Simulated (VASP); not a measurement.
Band structure of SnTe (rock salt). All values below come from r2SCAN meta-GGA, VASP's PBE PAW potentials (set 64) (plane waves; VASP).

Unless said otherwise, spin-orbit coupling is left out, though it shifts the bands of the heavy elements here.

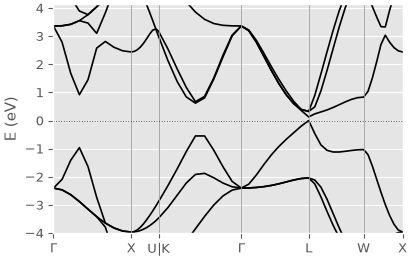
Figure. Bands along high-symmetry lines, zero at the valence-band maximum or, without a gap, the Fermi level

### Question
Read the plot: is there a gap, and where are the band edges?

### Answer
The gap is direct, 0.13 eV, from the valence maximum at L to the conduction minimum at L.

The compound is SnTe in the rock salt structure, which distorts at low temperature. It was relaxed first.
